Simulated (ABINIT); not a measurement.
**LiHF2 (R-3m): G0W0 in ABINIT against the screening cutoff in the self-energy**

Wanted: the cheapest screening cutoff in the self-energy that holds the gap of LiHF2 (R-3m).

Method: LDA and many-body steps on it, plane waves, in ABINIT 10.8.3.

## 1. Starting point

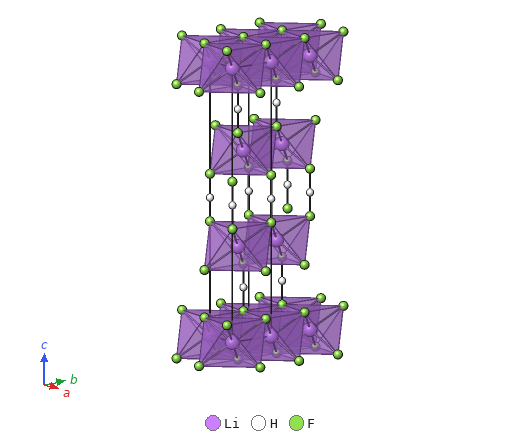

The cell as given, slightly off an axis (lithium purple, hydrogen white, fluorine green). 1×2×1 cells are drawn. This picture shows the conventional cell, with its axes. Some periodic images of atoms are drawn too.

The cell and positions are those that the Materials Project relaxed with its own functionals (PBE, PBE+U or r2SCAN), kept fixed.

## 2. Screening, 4×4×4 mesh, 61 bands, screening to 176.9 eV

This step: ABINIT 10.8.3; RPA screening on LDA, plane waves, norm-conserving pseudopotentials.

The RPA dielectric matrix is built and inverted for each q.

run.abi reads:

```
acell 3*1.0 Angstrom
rprim 
  1.466983587415 0.846963369091 4.366688724100
  -1.466983587415 0.846963369091 4.366688724100
  0.000000000000 -1.693926738182 4.366688724100
ntypat 3
znucl 3 1 9
natom 4
typat 1 2 3 3
xred 
  0.000000000000 0.000000000000 0.000000000000
  0.500000000000 0.500000000000 0.500000000000
  0.413301880000 0.413301880000 0.413301880000
  0.586698120000 0.586698120000 0.586698120000
pp_dirpath "pseudos"
pseudos "Li.upf, H.upf, F.upf"
ecut 36
ngkpt 4 4 4
nshiftk 1
shiftk 0 0 0
kptopt 1
chksymbreak 0
istwfk *1
occopt 1
irdwfk 1
optdriver 3
nband 61
ecuteps 6.5
inclvkb 2
awtr 1
symchi 1
indata_prefix "in"
outdata_prefix "out"
tmpdata_prefix "tmp"
```

Command:

```
$ OMP_NUM_THREADS=1 mpirun -n 4 abinit run.abi > log
```

Output:

```text
.Version 10.8.3 of ABINIT. v10.8.2 released Aug 2026.

 Symmetries : space group R-3 m (#166); Bravais hR (rhombohedral)
[... echo of the input left out ...]
== DATASET  1 ==================================================================
-   mpi_nproc: 4, omp_nthreads: 1 (-1 if OMP is not activated)

--- !DatasetInfo
iteration_state: {dtset: 1, }
dimensions: {natom: 4, nkpt: 13, mband: 61, nsppol: 1, nspinor: 1, nspden: 1, mpw: 2290, }
cutoff_energies: {ecut:  36.0, pawecutdg:  -1.0, }
electrons: {nelect:   1.80000000E+01, charge:   0.00000000E+00, occopt:   1.00000000E+00, tsmear:   1.00000000E-02, }

 SCREENING: Calculation of the susceptibility and dielectric matrices

 Based on a program developped by R.W. Godby, V. Olevano, G. Onida, and L. Reining.
 Incorporated in ABINIT by V. Olevano, G.-M. Rignanese, and M. Torrent.
.Using double precision arithmetic ; gwpc =  8

[... cell and pseudopotentials left out ...]
--------------------------------------------------------------------------------

 ==== K-mesh for the wavefunctions ====
 Number of points in the irreducible wedge :    13
[... list of points left out ...]
 Together with 12 symmetry operations and time-reversal symmetry
 yields    64 points in the full Brillouin Zone.

 ==== Q-mesh for the screening function ====
 Number of points in the irreducible wedge :    13
[... list of points left out ...]
 Together with 12 symmetry operations and time-reversal symmetry
 yields    64 points in the full Brillouin Zone.

 setmesh: FFT mesh size selected  =    36x   36x   36
          total number of points  =        46656

 vcoul_init : cutoff-mode = AUXILIARY_FUNCTION
 q-points for optical limit:   1
     1)      0.000010    0.000020    0.000030

- screening: taking advantage of time-reversal symmetry
- Maximum band index for partially occupied states nbvw = 9
- Remaining bands to be divided among processors   nbcw = 52
- Number of bands treated by each node ~13

 Number of electrons calculated from density =   18.0000; Expected =   18.0000
 average of density, n =  0.081937
 r_s =    1.4283
 omega_plasma =   27.6119 [eV]

 calculating chi0 at frequencies [eV] :
  1    0.000000E+00    0.000000E+00
  2    0.000000E+00    2.761194E+01

--------------------------------------------------------------------------------
  q-point number  1        q = ( 0.000000, 0.000000, 0.000000) [r.l.u.]
--------------------------------------------------------------------------------
[... chi0 elements left out ...]
 For q-point:  0.000010 0.000020 0.000030
  dielectric constant =   1.9030
  dielectric constant without local fields =   2.0114

  Average fulfillment of the sum rule on Im[epsilon] for q-point    1 :     55.00  [%]
[... wings left out ...]
  q-point number  2        q = ( 0.250000, 0.000000, 0.000000) [r.l.u.]
--------------------------------------------------------------------------------
[... chi0 elements left out ...]
  Average fulfillment of the sum rule on Im[epsilon] for q-point    2 :     65.48  [%]

 [... 11 further q-points ...]
```

Wall time 33 s (4 MPI ranks of Arm Neoverse V2, shared host); peak memory 1.2 GiB.

This step gave:

```yaml
eps_infinity_with_local_fields_on_this_mesh_along_the_program_s_q_direction: 1.903
the_same_without_local_fields: 2.011
plasma_frequency: 27.61 eV
plane_waves_in_the_screening_matrix: 165
```

Local fields lower ε∞ by 5 %.

## 3. 0.7 Ha

This step: G0W0 on LDA, plane waves, norm-conserving pseudopotentials.

Changes to run.abi since step 2:

```diff
@@ -25,8 +25,17 @@
 irdwfk 1
-optdriver 3
+optdriver 4
 nband 61
-ecuteps 6.5
-inclvkb 2
-awtr 1
-symchi 1
+gwcalctyp 0
+ecutsigx 36
+symsigma 1
+nkptgw 2
+kptgw 
+  0.5000000000 0.5000000000 0.5000000000
+  0.0000000000 0.0000000000 0.0000000000
+bdgw 
+  8 11
+  8 11
+ecuteps 0.7
+irdscr 1
+ppmodel 1
 indata_prefix "in"
```

Output:

```text
.Version 10.8.3 of ABINIT. v10.8.2 released Aug 2026.

 Symmetries : space group R-3 m (#166); Bravais hR (rhombohedral)
[... echo of the input left out ...]
== DATASET  1 ==================================================================
-   mpi_nproc: 4, omp_nthreads: 1 (-1 if OMP is not activated)

--- !DatasetInfo
iteration_state: {dtset: 1, }
dimensions: {natom: 4, nkpt: 13, mband: 61, nsppol: 1, nspinor: 1, nspden: 1, mpw: 2290, }
cutoff_energies: {ecut:  36.0, pawecutdg:  -1.0, }
electrons: {nelect:   1.80000000E+01, charge:   0.00000000E+00, occopt:   1.00000000E+00, tsmear:   1.00000000E-02, }

 SIGMA: Calculation of the GW corrections

 Based on a program developped by R.W. Godby, V. Olevano, G. Onida, and L. Reining.
 Incorporated in ABINIT by V. Olevano, G.-M. Rignanese, and M. Torrent.
.Using double precision arithmetic ; gwpc =  8

[... cell and pseudopotentials left out ...]
--------------------------------------------------------------------------------

 ==== K-mesh for the wavefunctions ====
 Number of points in the irreducible wedge :    13
[... list of points left out ...]
 Together with 12 symmetry operations and time-reversal symmetry
 yields    64 points in the full Brillouin Zone.

 ==== Q-mesh for screening function ====
 Number of points in the irreducible wedge :    13
[... list of points left out ...]
 Together with 12 symmetry operations and time-reversal symmetry
 yields    64 points in the full Brillouin Zone.

 vcoul_init : cutoff-mode = AUXILIARY_FUNCTION
 q-points for optical limit:   1
     1)      0.000010    0.000020    0.000030
 setmesh: FFT mesh size selected  =    48x   48x   48
          total number of points  =       110592

 Number of electrons calculated from density =   18.0000; Expected =   18.0000
 average of density, n =  0.081937
 r_s =    1.4283
 omega_plasma =   27.6119 [eV]

 === KS Band Gaps ===
  >>>> For spin  1
   Minimum direct gap =   8.3056 [eV], located at k-point      :   0.0000  0.0000  0.0000
   Fundamental gap    =   8.1022 [eV], Top of valence bands at :   0.5000  0.5000  0.5000
                                       Bottom of conduction at :   0.0000  0.0000  0.0000
 SIGMA fundamental parameters:
 PLASMON POLE MODEL  1
 number of plane-waves for SigmaX                 2267
 number of plane-waves for SigmaC and W              3
 number of plane-waves for wavefunctions          2267
 number of bands                                    61
 number of independent spin polarizations            1
 number of spinorial components                      1
 number of k-points in IBZ                          13
 number of q-points in IBZ                          13
 number of symmetry operations                      12
 number of k-points in BZ                           64
 number of q-points in BZ                           64
 number of frequencies for dSigma/dE                 9
 frequency step for dSigma/dE [eV]                0.25
 number of omega for Sigma on real axis              0
 max omega for Sigma on real axis  [eV]           0.00
 zcut for avoiding poles [eV]                     0.10

 EPSILON^-1 parameters (SCR file):
 dimension of the eps^-1 matrix on file            165
 dimension of the eps^-1 matrix used                 3
 number of plane-waves for wavefunctions          2267
 number of bands                                    61
 number of q-points in IBZ                          13
 number of frequencies                               2
 number of real frequencies                          1
 number of imag frequencies                          1

 matrix elements of self-energy operator (all in [eV])

 Perturbative Calculation

--- !SelfEnergy_ee
iteration_state: {dtset: 1, }
kpoint     : [   0.500,    0.500,    0.500, ]
spin       : 1
KS_gap     :    8.980
QP_gap     :   16.762
Delta_QP_KS:    7.782
data: !SigmaeeData |
     Band     E0 <VxcDFT>   SigX SigC(E0)      Z dSigC/dE  Sig(E)    E-E0       E
        8  -2.764 -22.870 -31.005   2.419   0.916  -0.092 -28.103  -5.233  -7.997
        9  -2.764 -22.870 -31.005   2.419   0.916  -0.092 -28.103  -5.233  -7.997
       10   6.216 -10.500  -5.353  -2.381   0.922  -0.085  -7.951   2.549   8.766
       11   9.482 -12.487  -6.738  -2.525   0.916  -0.092  -9.534   2.953  12.435

--- !SelfEnergy_ee
iteration_state: {dtset: 1, }
kpoint     : [   0.000,    0.000,    0.000, ]
spin       : 1
KS_gap     :    8.306
QP_gap     :   16.054
Delta_QP_KS:    7.749
data: !SigmaeeData |
     Band     E0 <VxcDFT>   SigX SigC(E0)      Z dSigC/dE  Sig(E)    E-E0       E
        8  -2.967 -22.668 -30.855   2.431   0.915  -0.093 -27.936  -5.268  -8.235
        9  -2.967 -22.668 -30.855   2.431   0.915  -0.093 -27.936  -5.268  -8.235
       10   5.338 -11.080  -6.071  -2.319   0.922  -0.084  -8.600   2.481   7.819
       11  10.038  -9.600  -3.792  -2.487   0.919  -0.088  -6.548   3.051  13.090

== END DATASET(S) ==============================================================
================================================================================

 -outvars: echo values of variables after computation  --------
           etotal      0.0000000000E+00
            nband          61
             nkpt          13
          spgroup         166
 [... the other variables as echoed above ...]

 Calculation completed.
```

Run time: 2.8 s. Hardware: 4 MPI ranks; peak memory 0.2 GiB.

Numbers from this step:

```yaml
g0w0_gap_on_the_points_computed: 15.82 eV
starting_gap_on_the_mesh: 8.102 eV
k_of_the_valence_top: 0.5, 0.5, 0.5
k_of_the_conduction_bottom: 0, 0, 0
z_at_the_valence_top: 0.916
z_at_the_conduction_bottom: 0.922
least_direct_g0w0_gap_on_the_computed_points: 16.05 eV
```

## 4. 1.3 Ha

Changes to run.abi since step 3:

```diff
@@ -37,3 +37,3 @@
   8 11
-ecuteps 0.7
+ecuteps 1.3
 irdscr 1
```

Output:

```text
.Version 10.8.3 of ABINIT. v10.8.2 released Aug 2026.

 Symmetries : space group R-3 m (#166); Bravais hR (rhombohedral)
[... echo of the input left out ...]
== DATASET  1 ==================================================================
-   mpi_nproc: 4, omp_nthreads: 1 (-1 if OMP is not activated)

--- !DatasetInfo
iteration_state: {dtset: 1, }
dimensions: {natom: 4, nkpt: 13, mband: 61, nsppol: 1, nspinor: 1, nspden: 1, mpw: 2290, }
cutoff_energies: {ecut:  36.0, pawecutdg:  -1.0, }
electrons: {nelect:   1.80000000E+01, charge:   0.00000000E+00, occopt:   1.00000000E+00, tsmear:   1.00000000E-02, }

 SIGMA: Calculation of the GW corrections

 Based on a program developped by R.W. Godby, V. Olevano, G. Onida, and L. Reining.
 Incorporated in ABINIT by V. Olevano, G.-M. Rignanese, and M. Torrent.
.Using double precision arithmetic ; gwpc =  8

[... cell and pseudopotentials left out ...]
--------------------------------------------------------------------------------

 ==== K-mesh for the wavefunctions ====
 Number of points in the irreducible wedge :    13
[... list of points left out ...]
 Together with 12 symmetry operations and time-reversal symmetry
 yields    64 points in the full Brillouin Zone.

 ==== Q-mesh for screening function ====
 Number of points in the irreducible wedge :    13
[... list of points left out ...]
 Together with 12 symmetry operations and time-reversal symmetry
 yields    64 points in the full Brillouin Zone.

 vcoul_init : cutoff-mode = AUXILIARY_FUNCTION
 q-points for optical limit:   1
     1)      0.000010    0.000020    0.000030
 setmesh: FFT mesh size selected  =    48x   48x   48
          total number of points  =       110592

 Number of electrons calculated from density =   18.0000; Expected =   18.0000
[...]
number of omega for Sigma on real axis              0
 max omega for Sigma on real axis  [eV]           0.00
 zcut for avoiding poles [eV]                     0.10

 EPSILON^-1 parameters (SCR file):
 dimension of the eps^-1 matrix on file            165
 dimension of the eps^-1 matrix used                17
 number of plane-waves for wavefunctions          2267
 number of bands                                    61
 number of q-points in IBZ                          13
 number of frequencies                               2
 number of real frequencies                          1
 number of imag frequencies                          1

 matrix elements of self-energy operator (all in [eV])

 Perturbative Calculation

--- !SelfEnergy_ee
iteration_state: {dtset: 1, }
kpoint     : [   0.500,    0.500,    0.500, ]
spin       : 1
KS_gap     :    8.980
QP_gap     :   15.263
Delta_QP_KS:    6.283
data: !SigmaeeData |
     Band     E0 <VxcDFT>   SigX SigC(E0)      Z dSigC/dE  Sig(E)    E-E0       E
        8  -2.764 -22.870 -31.005   3.313   0.883  -0.132 -27.128  -4.258  -7.022
        9  -2.764 -22.870 -31.005   3.313   0.883  -0.132 -27.128  -4.258  -7.022
       10   6.216 -10.500  -5.353  -2.915   0.907  -0.102  -8.475   2.025   8.241
[...]
--- !SelfEnergy_ee
iteration_state: {dtset: 1, }
kpoint     : [   0.000,    0.000,    0.000, ]
spin       : 1
KS_gap     :    8.306
QP_gap     :   14.480
Delta_QP_KS:    6.174
data: !SigmaeeData |
     Band     E0 <VxcDFT>   SigX SigC(E0)      Z dSigC/dE  Sig(E)    E-E0       E
[...]
10   5.338 -11.080  -6.071  -2.933   0.907  -0.103  -9.197   1.883   7.222
       11  10.038  -9.600  -3.792  -3.090   0.905  -0.105  -7.140   2.459  12.498

== END DATASET(S) ==============================================================
================================================================================

 -outvars: echo values of variables after computation  --------
           etotal      0.0000000000E+00
            nband          61
             nkpt          13
          spgroup         166
 [... the other variables as echoed above ...]

 Calculation completed.
```

It took 2.8 s on 4 MPI ranks; peak memory 0.2 GiB.

Numbers from this step:

```yaml
g0w0_gap_on_the_points_computed: 14.24 eV
starting_gap_on_the_mesh: 8.102 eV
k_of_the_valence_top: 0.5, 0.5, 0.5
k_of_the_conduction_bottom: 0, 0, 0
z_at_the_valence_top: 0.883
z_at_the_conduction_bottom: 0.907
least_direct_g0w0_gap_on_the_computed_points: 14.48 eV
```

## 5. 2.3 Ha

The self-energy is evaluated for the states that the input lists, and the levels follow from it, in one-shot runs by the linearised quasiparticle equation.

Changes to run.abi since step 4:

```diff
@@ -37,3 +37,3 @@
   8 11
-ecuteps 1.3
+ecuteps 2.3
 irdscr 1
```

Output:

```text
.Version 10.8.3 of ABINIT. v10.8.2 released Aug 2026.

 Symmetries : space group R-3 m (#166); Bravais hR (rhombohedral)
[... echo of the input left out ...]
== DATASET  1 ==================================================================
-   mpi_nproc: 4, omp_nthreads: 1 (-1 if OMP is not activated)

--- !DatasetInfo
iteration_state: {dtset: 1, }
dimensions: {natom: 4, nkpt: 13, mband: 61, nsppol: 1, nspinor: 1, nspden: 1, mpw: 2290, }
cutoff_energies: {ecut:  36.0, pawecutdg:  -1.0, }
[...]
Band     E0 <VxcDFT>   SigX SigC(E0)      Z dSigC/dE  Sig(E)    E-E0       E
[...]
10   5.338 -11.080  -6.071  -2.951   0.904  -0.106  -9.219   1.861   7.199
       11  10.038  -9.600  -3.792  -3.213   0.902  -0.109  -7.259   2.341  12.379

== END DATASET(S) ==============================================================
================================================================================

 -outvars: echo values of variables after computation  --------
           etotal      0.0000000000E+00
            nband          61
             nkpt          13
          spgroup         166
 [... the other variables as echoed above ...]

 Calculation completed.
```

Elapsed: 2.8 s, on 4 MPI ranks; peak memory 0.2 GiB.

This step gave:

| Property | Result |
| --- | --- |
| G0W0 gap on the points computed | 13.63 eV |
| starting gap on the mesh | 8.102 eV |
| k of the valence top | 0.5, 0.5, 0.5 |
| k of the conduction bottom | 0, 0, 0 |
| least direct G0W0 gap on the computed points | 13.87 eV |

The gap on the mesh goes from 8.10 eV to 13.63 eV, a correction of +5.53 eV.

(Continued in part 2 of 2.)

[Paths, hosts, dates, memory and timing lines, banners, echoed tables and standing remarks are left out of the program output.]

[Logs are printed without paths, hosts, clocks, repeated set-up lines and the standing remarks that a program may print on its own settings, such as how far it seeks lower states.]

[Runs of the session that timed out or met a known fault of the program may be left out.]

[Hosts, paths, dates, database ids (printed as entryN), source tags and the programs' standing remarks are cut or masked in the printed files.]

[G0W0 gaps are taken among the corrected bands and points alone; a level outside them can change the order at an edge.]

[Where Ansatz stands beside ABINIT at settings called matched, ABINIT's density can come from a denser mesh and the files from another edition; pairs whose starting gaps differed by over 0.03 eV were left out, so agreement reads better than it is.]
